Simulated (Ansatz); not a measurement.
**singlet [BCl2]+ at 6 levels**

Aim: a comparison of 6 runs (B3LYP/STO-3G, SVWN5/STO-3G, r2SCAN0/STO-3G, revPBE/STO-3G, wB97X/STO-3G, RPA@PBE/STO-3G) of singlet [BCl2]+. 

Program for the calculation: Ansatz 0.2.0.

38 further runs of the same task are left out: 4 that didn't finish, 34 set aside as unsound or not needed.

**1. The structure to begin with**

The species is [BCl2]+ (3 atoms), meant as a singlet with charge +1. SMILES of the parent species: `Cl[B]Cl`. The coordinates come from a PBE0-D4/def2-TZVP relaxation. That shape belongs to the parent species and isn't relaxed for this state.

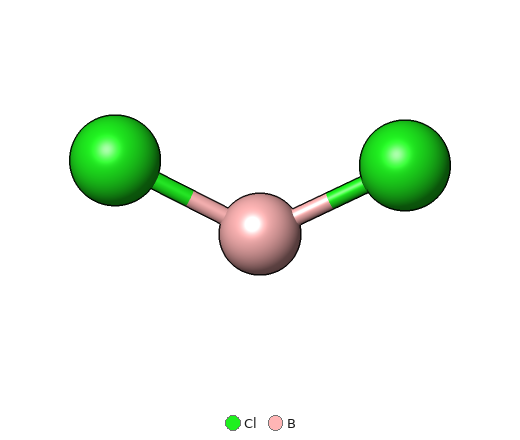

The structure, seen from a chosen angle (chlorine green, boron pink).

**2. A single-point energy at B3LYP/STO-3G (run 1)**

File molecule.yaml:

```yaml
crystal:
  periodic: [false, false, false]
  atoms:
    - {symbol: Cl, position_ang: [0.371500, -1.525600, 0.030000]}
    - {symbol: B, position_ang: [-0.463900, -0.050300, -0.256900]}
    - {symbol: Cl, position_ang: [0.081500, 1.511100, 0.213700]}
basis:
  gaussian: {orbitals: STO-3G}
total_charge: 1
hamiltonian: {xc: {name: B3LYP}}
accuracy: high
```

On the command line:

```bash
$ ansatz run molecule.yaml --threads 1 --pin off --max-ram 2610MiB --events-out events.jsonl --progress --plain --runs-dir runs
```

Standard output:

```text
Warning: RAYON_NUM_THREADS=1 ignored (pool sized by the plan → 1); use --threads N
Functional definition: B3LYP
  name "B3LYP"
  parameter a0 = 0.2
  parameter ax = 0.72
  parameter ac = 0.81
  exchange = (1 - a0 - ax)*slater_x + ax*b88_x + a0*exact_x
  correlation = (1 - ac)*vwn_rpa_c + ac*lyp_c
402 factors; integrals over basis functions are off by at most 1.6e-8 eV
mean field evaluation 1: about -25426.8344 eV, gradient 3.2e1 eV
mean field evaluation 2: about -25399.5758 eV, gradient 9.8e1 eV
mean field evaluation 4: about -25431.8099 eV, gradient 8.5e-1 eV
mean field evaluation 8: about -25431.7899 eV, gradient 1.7e-2 eV
mean field evaluation 16: about -25431.7899 eV, gradient 1.7e-8 eV
mean field -25431.78986578 eV, -934.6010392810 hartree, gradient 1.6e-8 eV, S^2 0.000000; 0 other end points of the search recorded, 0 dependent functions left out
reference -25431.78989055 eV, -934.6010401913 hartree; 19, 19 occupied and 4, 4 virtual orbitals, 402 factors
Total energy: -25431.78989055 eV, -934.6010401913 hartree
```

Run time: 1.1 s. Hardware: 1 thread of Arm Neoverse V1, shared host; peak memory 0.092 GiB.

**3. The energy at SVWN5/STO-3G (run 2)**

File input.yaml:

```yaml
crystal:
  periodic: [false, false, false]
  atoms:
    - symbol: Cl
      position_ang: [0.371500, -1.525600, 0.030000]
    - symbol: B
      position_ang: [-0.463900, -0.050300, -0.256900]
    - symbol: Cl
      position_ang: [0.081500, 1.511100, 0.213700]
basis:
  gaussian: {orbitals: STO-3G}
total_charge: 1
hamiltonian: {xc: {name: SVWN5}}
accuracy: high
```

On the command line:

```bash
$ ansatz run input.yaml --threads 1 --pin off --max-ram 2610MiB --events-out events.jsonl --progress --plain --runs-dir runs
```

Standard output:

```text
Warning: RAYON_NUM_THREADS=1 ignored (pool sized by the plan → 1); use --threads N
Functional definition: SVWN5
  name "SVWN5"
  exchange = slater_x
  correlation = vwn5_c
402 factors; integrals over basis functions are off by at most 1.6e-8 eV
mean field evaluation 1: about -25336.9745 eV, gradient 3.3e1 eV
mean field evaluation 2: about -25290.8093 eV, gradient 1.2e2 eV
mean field evaluation 4: about -25341.8581 eV, gradient 1.8e0 eV
mean field evaluation 8: about -25341.8339 eV, gradient 1.7e-1 eV
mean field evaluation 16: about -25341.8340 eV, gradient 1.4e-7 eV
mean field -25341.83402228 eV, -931.2952230067 hartree, gradient 2.7e-9 eV, S^2 0.000000; 0 other end points of the search recorded, 0 dependent functions left out
reference -25341.83402374 eV, -931.2952230602 hartree; 19, 19 occupied and 4, 4 virtual orbitals, 402 factors
Total energy: -25341.83402374 eV, -931.2952230602 hartree
```

It took 0.7 s on 1 thread of Arm Neoverse V1, shared host; peak memory 0.089 GiB.

Run 3 isn't shown in full; the table further down has it.

**4. The energy at revPBE/STO-3G (run 4)**

File job.yaml:

```yaml
basis:
  gaussian:
    orbitals: STO-3G
crystal:
  periodic: [false, false, false]
  atoms:
    - symbol: Cl
      position_ang: [0.371500, -1.525600, 0.030000]
    - symbol: B
      position_ang: [-0.463900, -0.050300, -0.256900]
    - symbol: Cl
      position_ang: [0.081500, 1.511100, 0.213700]
total_charge: 1
hamiltonian:
  xc: {name: revPBE}
accuracy: high
```

On the command line:

```bash
$ ansatz run job.yaml --threads 1 --pin off --max-ram 2610MiB --events-out events.jsonl --progress --plain --runs-dir runs
```

Standard output:

```text
Warning: RAYON_NUM_THREADS=1 ignored (pool sized by the plan → 1); use --threads N
Functional definition: revPBE
  name "revPBE"
  parameter kappa = 1.245
  parameter beta = 0.06672455060314922
  exchange = pbe_x(kappa = kappa, mu = beta*pi^2/3)
  correlation = pbe_c(beta = beta)
402 factors; integrals over basis functions are off by at most 1.6e-8 eV
mean field evaluation 1: about -25422.8435 eV, gradient 3.2e1 eV
mean field evaluation 2: about -25379.1945 eV, gradient 1.1e2 eV
mean field evaluation 4: about -25427.6995 eV, gradient 1.9e0 eV
mean field evaluation 8: about -25427.6800 eV, gradient 1.7e-1 eV
mean field evaluation 16: about -25427.6801 eV, gradient 8.5e-8 eV
mean field -25427.68014418 eV, -934.4500097981 hartree, gradient 6.7e-9 eV, S^2 0.000000; 0 other end points of the search recorded, 0 dependent functions left out
reference -25427.68014606 eV, -934.4500098669 hartree; 19, 19 occupied and 4, 4 virtual orbitals, 402 factors
Total energy: -25427.68014606 eV, -934.4500098669 hartree
```

Wall time 1 s (1 thread of Arm Neoverse V1, shared host); peak memory 0.092 GiB.

Run 5 isn't shown in full; the table further down has it.

**5. A single-point energy at RPA@PBE/STO-3G (run 6)**

File in.yaml:

```yaml
crystal:
  periodic: [false, false, false]
  atoms:
    - {symbol: Cl, position_ang: [0.371500, -1.525600, 0.030000]}
    - {symbol: B, position_ang: [-0.463900, -0.050300, -0.256900]}
    - {symbol: Cl, position_ang: [0.081500, 1.511100, 0.213700]}
basis:
  gaussian:
    orbitals: STO-3G
total_charge: 1
hamiltonian:
  xc: pbe
correlation:
  method: rpa
  frozen_orbitals: {B: 1, Cl: 5}
accuracy: high
```

On the command line:

```bash
$ ansatz run in.yaml --threads 1 --pin off --max-ram 2610MiB --events-out events.jsonl --progress --plain --runs-dir runs
```

Standard output (excerpt; [...] marks lines left out):

```text
Warning: RAYON_NUM_THREADS=1 ignored (pool sized by the plan → 1); use --threads N
Functional definition: PBE
  name "PBE"
[...]
402 factors; integrals over basis functions are off by at most 1.6e-8 eV
[...]
mean field -25420.25386964 eV, -934.1770992423 hartree, gradient 3.7e-9 eV, S^2 0.000000; 0 other end points of the search recorded, 0 dependent functions left out
11 core orbitals not correlated: weight in the atoms' cores, before any rotation towards them, 1.000 or more for the frozen orbitals, at most 0.000 for the correlated occupied ones
reference -25394.01856641 eV, -933.2129696315 hartree; 8, 8 occupied and 4, 4 virtual orbitals, 402 factors
Total energy: -25398.62553565 eV, -933.3822726284 hartree
```

Run time: 1.6 s. Hardware: 1 thread of Arm Neoverse V1, shared host; peak memory 0.096 GiB.

**6. Overview of the runs**

```tsv
run	level	frozen core orbitals	energy (Eh)	wall time
1	B3LYP/STO-3G	–	-934.601040	1.1 s
2	SVWN5/STO-3G	–	-931.295223	0.7 s
3	r2SCAN0/STO-3G	–	-934.601431	2.5 s
4	revPBE/STO-3G	–	-934.450010	1 s
5	wB97X/STO-3G	–	-934.613608	4.2 s
6	RPA@PBE/STO-3G	11	-933.382273	1.6 s
```

**7. What came out**

```
                               quantity          value
                    run 6: total energy  -933.38227 Eh
run 6: RPA correlation energy (valence)     -169.3 mEh
```

What this shows: Totals of different functionals can't be ranked against each other. In runs 1, 2, 3, 4, 5, 6 the basis is minimal, so the values are rough. All runs together took 11 s, the longest 4.2 s.
